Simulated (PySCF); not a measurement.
# C₄H₉B: one change and its effect

System: C₄H₉B.
Method of the first run: GIAO PBE0/pcSseg-1 NMR shielding, non-relativistic, gas phase (PySCF 2.14.0).

The geometry comes from this level: PBE0-D3(BJ)/def2-SVP. Text and figures count atoms from 1; the logs count them from 0 in places.

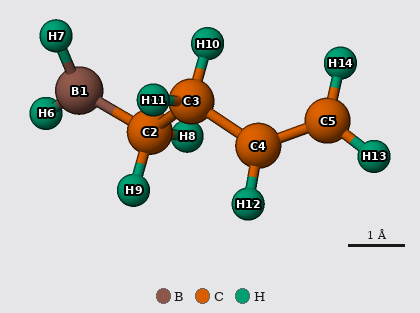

Figure 1. The structure (ball-and-stick view, seen at a tilt; atoms are numbered from 1 in the order of the input).

## The input, the first run
```
{"job": {"kind": "nmr", "xc": "PBE0", "basis": "pcSseg-1", "pop": false}, "charge": 0, "multiplicity": 1}
B     -2.277650     0.625175     0.645304
C     -1.107863     0.018943    -0.182855
C      0.257648    -0.137042     0.489187
C      1.297953    -0.726487    -0.410093
C      2.436158    -0.132817    -0.771863
H     -3.362374     0.769540     0.125750
H     -2.144204     0.962889     1.802269
H     -1.022095     0.627369    -1.106906
H     -1.472250    -0.952538    -0.577917
H      0.604321     0.840152     0.864019
H      0.141635    -0.780459     1.380197
H      1.075331    -1.726521    -0.807559
H      3.148916    -0.619515    -1.442839
H      2.699542     0.865295    -0.405583
```

The first line tells a small driver script what to run in PySCF; the rest is the geometry in Å.

Command:
```bash
OMP_NUM_THREADS=1 python <driver script> task.json out
```

Hardware: 1 CPU thread, shared host.

## Output (the first run)
```
coarse grid: 11016 points
cycle   1  E = -182.3136203175  dE =  2.155e-01  |g| = 3.535e-01  |ddm| = 3.074e+00
cycle   2  E = -182.3146068965  dE = -9.866e-04  |g| = 3.609e-01  |ddm| = 6.251e-01
cycle   3  E = -182.3495746230  dE = -3.497e-02  |g| = 2.841e-02  |ddm| = 3.276e-01
cycle   4  E = -182.3496988497  dE = -1.242e-04  |g| = 1.869e-02  |ddm| = 4.299e-02
cycle   5  E = -182.3497804071  dE = -8.156e-05  |g| = 6.247e-03  |ddm| = 1.837e-02
cycle   6  E = -182.3497901180  dE = -9.711e-06  |g| = 1.522e-03  |ddm| = 5.585e-03
final grid: 104392 points
cycle   7  E = -182.3794664776  dE = -2.442e-05  |g| = 6.871e-03  |ddm| = 2.169e-02
cycle   8  E = -182.3794636211  dE =  2.856e-06  |g| = 7.752e-03  |ddm| = 1.208e-02
cycle   9  E = -182.3794791480  dE = -1.553e-05  |g| = 4.981e-04  |ddm| = 6.206e-03
cycle  10  E = -182.3794792059  dE = -5.798e-08  |g| = 1.789e-04  |ddm| = 4.982e-04
cycle  11  E = -182.3794792126  dE = -6.694e-09  |g| = 7.595e-05  |ddm| = 1.899e-04
cycle  12  E = -182.3794792141  dE = -1.481e-09  |g| = 1.469e-05  |ddm| = 6.666e-05
cycle  13  E = -182.3794792142  dE = -5.457e-11  |g| = 2.699e-06  |ddm| = 1.545e-05
converged SCF energy = -182.3794792142

GIAO shielding tensors (ppm)
atom      isotropic    diamagn.    paramagn.     s11        s22        s33       span
  0 B        8.819     191.221    -182.402    -70.443    -26.020    122.919    193.362
  1 C      147.523     250.807    -103.284    112.124    162.643    167.803     55.680
  2 C      147.509     246.915     -99.407    127.782    143.493    171.251     43.469
  3 C       33.814     255.963    -222.149    -91.612     41.757    151.298    242.910
  4 C       63.016     253.792    -190.777    -49.477     85.364    153.160    202.637
  5 H       23.458      28.144      -4.686     16.764     26.480     27.129     10.364
  6 H       23.474      28.534      -5.060     15.851     27.046     27.525     11.675
  7 H       29.617      30.844      -1.227     25.080     29.208     34.564      9.484
  8 H       29.440      30.579      -1.140     24.933     28.830     34.556      9.623
  9 H       29.057      32.579      -3.522     25.659     28.605     32.907      7.248
 10 H       28.791      31.025      -2.234     25.421     27.223     33.729      8.307
 11 H       25.235      31.045      -5.810     23.124     24.628     27.952      4.828
 12 H       26.049      28.303      -2.254     23.269     25.091     29.788      6.519
 13 H       25.905      30.964      -5.059     22.681     25.437     29.597      6.916
```

The second run used a changed input.

## The two runs side by side

| quantity | the first run | the second run |
| --- | --- | --- |
| outcome | converged | converged |
| total energy (hartree) | −182.379479 | −182.554255 |
| HOMO (eV) | −7.39 | −7.13 |
| LUMO (eV) | −1.35 | −1.32 |
| dipole moment (D) | 0.39 | 0.38 |
| shielding of B1 (ppm) | 8.8 | 15.5 |
| shielding of C2 (ppm) | 147.5 | 148.6 |
| shielding of C3 (ppm) | 147.5 | 147.1 |
| shielding of C4 (ppm) | 33.8 | 36.6 |
| shielding of C5 (ppm) | 63.0 | 65.5 |
| shielding of H6 (ppm) | 23.5 | 23.8 |
| shielding of H7 (ppm) | 23.5 | 23.8 |
| SCF iterations | 13 | 13 |
| basis functions | 130 | 130 |
| wall time (shared host) | 6.4 s | 7 s |

Which change of the input explains these differences?

The change (lines with − go, lines with + come):
```diff
-"xc": "PBE0"
+"xc": "B97-2"
```

The total energies belong to different methods, so their difference says nothing on which is more stable or more accurate. The HOMO goes from −7.39 to −7.13 eV. Of all shieldings, the largest change is that of B1, by +6.6 ppm. The functional changes from PBE0 to B97-2. The number of SCF iterations is the same.

## Output (the second run)
```
coarse grid: 11016 points
cycle   1  E = -182.4939581357  dE =  1.877e-01  |g| = 3.604e-01  |ddm| = 3.089e+00
cycle   2  E = -182.4925282320  dE =  1.430e-03  |g| = 3.796e-01  |ddm| = 6.575e-01
cycle   3  E = -182.5316462951  dE = -3.912e-02  |g| = 2.979e-02  |ddm| = 3.516e-01
cycle   4  E = -182.5317784018  dE = -1.321e-04  |g| = 2.002e-02  |ddm| = 4.573e-02
cycle   5  E = -182.5318720926  dE = -9.369e-05  |g| = 6.915e-03  |ddm| = 1.999e-02
cycle   6  E = -182.5318841846  dE = -1.209e-05  |g| = 1.679e-03  |ddm| = 6.247e-03
cycle   7  E = -182.5318848768  dE = -6.922e-07  |g| = 3.027e-04  |ddm| = 1.422e-03
final grid: 104392 points
cycle   8  E = -182.5542537648  dE = -4.127e-05  |g| = 1.497e-03  |ddm| = 2.298e-02
cycle   9  E = -182.5542540562  dE = -2.914e-07  |g| = 1.206e-03  |ddm| = 3.452e-03
cycle  10  E = -182.5542544772  dE = -4.210e-07  |g| = 3.311e-04  |ddm| = 1.443e-03
cycle  11  E = -182.5542544969  dE = -1.967e-08  |g| = 1.849e-04  |ddm| = 3.879e-04
cycle  12  E = -182.5542545055  dE = -8.652e-09  |g| = 4.730e-05  |ddm| = 1.687e-04
cycle  13  E = -182.5542545061  dE = -5.588e-10  |g| = 6.838e-06  |ddm| = 3.774e-05
converged SCF energy = -182.5542545061

GIAO shielding tensors (ppm)
atom      isotropic    diamagn.    paramagn.     s11        s22        s33       span
  0 B       15.452     191.275    -175.823    -59.883    -16.191    122.430    182.313
  1 C      148.566     250.550    -101.984    115.426    162.954    167.318     51.891
  2 C      147.091     247.008     -99.917    127.926    143.355    169.991     42.065
  3 C       36.646     255.904    -219.258    -85.561     45.030    150.469    236.030
  4 C       65.452     253.698    -188.246    -43.892     87.698    152.549    196.442
  5 H       23.837      28.327      -4.490     17.490     26.690     27.331      9.841
  6 H       23.844      28.779      -4.934     16.570     27.246     27.717     11.148
  7 H       29.771      31.002      -1.231     25.331     29.313     34.668      9.337
  8 H       29.595      30.695      -1.100     25.184     28.944     34.656      9.473
  9 H       29.192      32.762      -3.570     25.813     28.788     32.975      7.162
 10 H       28.924      31.124      -2.200     25.561     27.425     33.786      8.225
 11 H       25.409      31.217      -5.808     23.345     24.814     28.067      4.722
 12 H       26.224      28.406      -2.182     23.486     25.253     29.934      6.448
 13 H       26.086      31.162      -5.075     22.932     25.594     29.733      6.802
```
